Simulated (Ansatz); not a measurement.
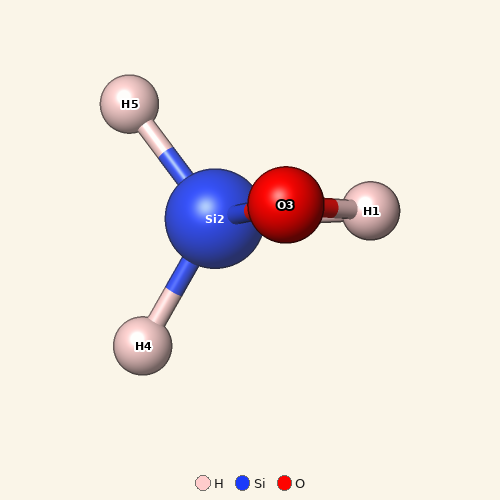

The system is the reacting system H3OSi (one molecule; an intramolecular 1,2-shift), spin multiplicity 2; the picture shows the reference structure. 
- Coordinates scanned: (1) distance H1–O3 (bond that forms); (2) distance H1–Si2 (bond that breaks).
- Relaxed at each point: all other coordinates.
- Grid: 11 × 11 points.
- Points are written as (first, second).
- All energies are given in kJ/mol relative to a guessed transition structure relaxed with its forming and breaking bonds held.
- Energies and slopes of some neighbouring points disagree (a jump in structure or state, or too coarse a mesh).
- Theory: UKS wB97X-V/def2-SVP in Ansatz 0.2.0.

Its coordinates:

```yaml
atoms:
  - { symbol: H, position_ang: [-1.1816, -0.8573, -0.2215] }
  - { symbol: Si, position_ang: [0.0108, 0.3066, 0.1519] }
  - { symbol: O, position_ang: [-0.0943, -1.1684, -0.6264] }
  - { symbol: H, position_ang: [0.8086, 0.2830, 1.4160] }
  - { symbol: H, position_ang: [0.4566, 1.4361, -0.7199] }
```

Range: distance H1–O3 (bond that forms) from 0.873 to 2.373 Å; distance H1–Si2 (bond that breaks) from 1.278 to 3.078 Å.

What landscape does the calculation give?

Answer. The lowest grid point is at (0.957 Å, 2.229 Å), −149 kJ/mol from a guessed transition structure relaxed with its forming and breaking bonds held. The highest grid point, (0.873 Å, 1.278 Å), lies 365 kJ/mol above the lowest.

```tsv
second ↓, first →	0.873	0.957	1.074	1.206	1.350	1.504	1.665	1.833	2.008	2.188	2.373
3.078	150	85	55	65	106	154	144	134	129	125	123
2.856	33	−31	−50	−10	58	137	216	136	132	127	124
2.640	−69	−113	−102	−46	34	123	209	141	134	127	123
2.431	−112	−143	−122	−58	28	121	208	142	131	122	117
2.229	−123	−149	−123	−56	33	126	151	131	117	107	102
2.035	−113	−136	−109	−35	45	119	121	102	86	76	71
1.851	−83	−106	−81	−16	51	85	77	59	43	31	23
1.678	−33	−60	−41	6	48	55	38	19	1	−13	−23
1.519	36	4	10	38	53	43	20	−3	−23	−38	−47
1.379	125	85	79	88	84	62	34	8	−13	−29	−35
1.278	217	172	157	153	136	108	76	48	25	11	7
```

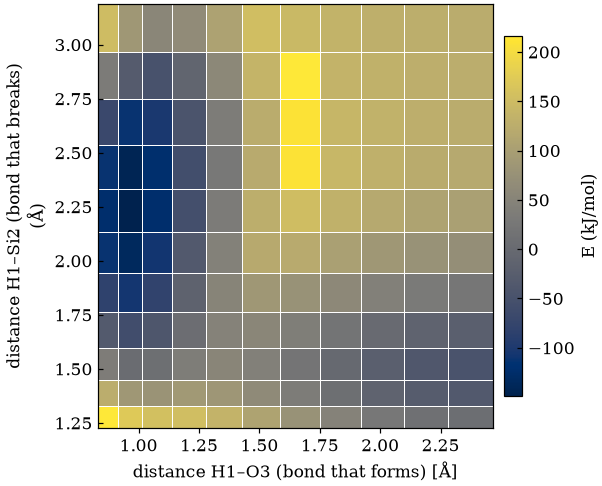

Drawn: one coloured cell a grid point.

Time for the 121 points that were run: 31 min on 1 thread of Intel(R) Xeon(R) 6975P-C (Granite Rapids), with other jobs on the host.
